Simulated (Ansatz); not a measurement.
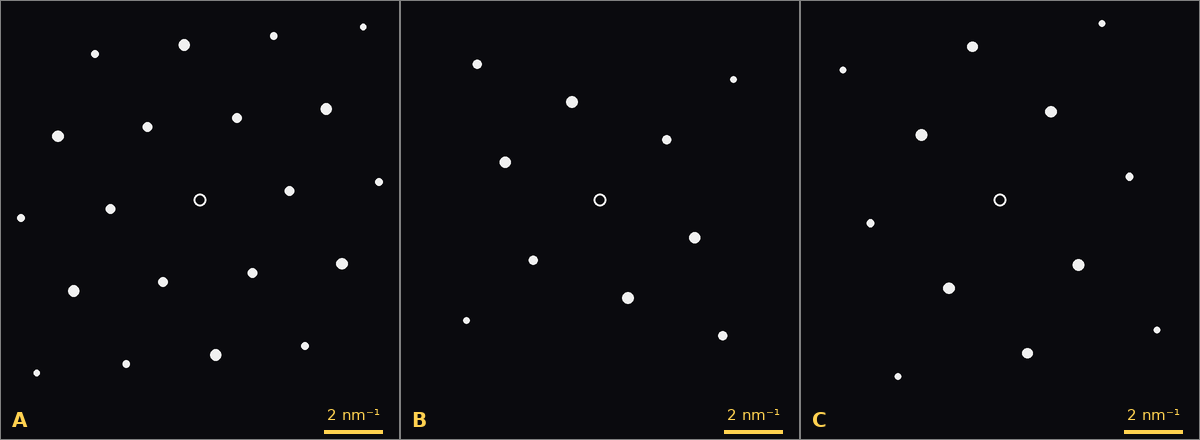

Kinematic zone-axis patterns, calculated for 300 keV electrons with B = 0.5 Å².

All three come from Tm, space group P6_3/mmc (No. 194), a = 3.670 Å, c = 5.943 Å (hexagonal axes). Structure: the geometry relaxed with DFT PBE, scalar-relativistic, plane waves, PAW in Ansatz 0.2.0.

Question: Assign the zone axes [001], [101], [211] to A, B and C.

Answer: A is [001]: hexagonal net of 1 -1 0 at d = 3.18 Å and 1 0 0 at d = 3.18 Å, at 60.0°. B is [101]: centred rectangular net of 0 1 0 at d = 3.18 Å and 1 0 -1 at d = 2.80 Å, at 63.8°. C is [211]: centred rectangular net of 0 1 -1 at d = 2.80 Å and -1 1 1 at d = 2.80 Å, at 80.4°.
